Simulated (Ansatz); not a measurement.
# AlAsH: the cost of one run

Computed with Ansatz 0.2.0, Gaussian basis. Level: def2-QZVPP, all electrons in the functionals, frozen cores in the correlation of double hybrids and RPA.

To be run: wB97M-V, B2PLYP, at charge 0, quartet; charge 0, doublet; charge 0, sextet; charge 1, triplet; charge 1, quintet.

10 further runs of the same task are left out: 10 set aside as unsound or not needed. Runs told in other sessions of the task aren't counted.

## 1. The system

The geometry is a PBE0/def2-TZVP stationary point (not a proven minimum). No spin-orbit coupling is included. The filled d shell of As may be among the frozen orbitals whatever the setting's name suggests.

3 atoms, charge 0, spin multiplicity 4.

Atoms are counted from 1 here; the program's logs count them from 0.

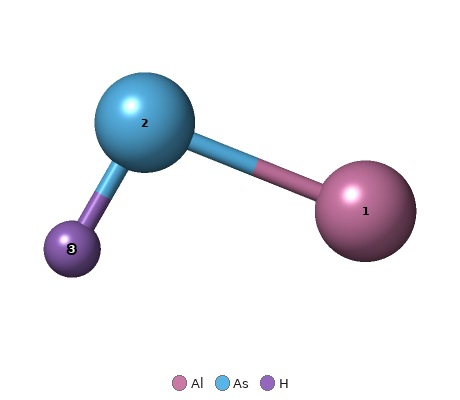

The structure; aluminium pink, arsenic blue, hydrogen purple; atoms are numbered from 1 in the order of the file.

Coordinates:

```tsv
atom	x (Å)	y (Å)	z (Å)
Al1	0.0000	0.0294	1.8508
As2	0.0000	-0.0306	-0.6544
H3	0.0000	1.4853	-0.9022
```

No dispersion term is added; wB97M-V holds VV10 nonlocal correlation.

The geometry shown and the zero of energy belong to the point charge 0, quartet. The yardstick, RCCSD(T), and other wave-function levels (R restricted, U unrestricted, valence and pair active spaces) come from earlier runs.

## 2. wB97M-V, charge 0, quartet

File in.yaml:

```yaml
crystal:
  periodic: [false, false, false]
  atoms:
    - {symbol: Al, position_ang: [0.000000, 0.029431, 1.850804]}
    - {symbol: As, position_ang: [0.000000, -0.030581, -0.654394]}
    - {symbol: H, position_ang: [0.000000, 1.485283, -0.902155]}
basis:
  gaussian: {orbitals: "def2-QZVPP.json"}
magnetization: {spin_polarized: true, initial_magnetization: 3}
hamiltonian: {xc: {name: wB97M-V}}
output: {orbitals: {seedname: orbitals}}
```

Run with:

```console
$ ansatz run in.yaml --threads 1 --pin off --events-out ev --progress --plain --max-ram 2393MiB
```

Q: Estimate wall time and peak memory on 1 thread of Arm Neoverse V1, shared host.

About 79 s, with a peak of 0.82 GiB.
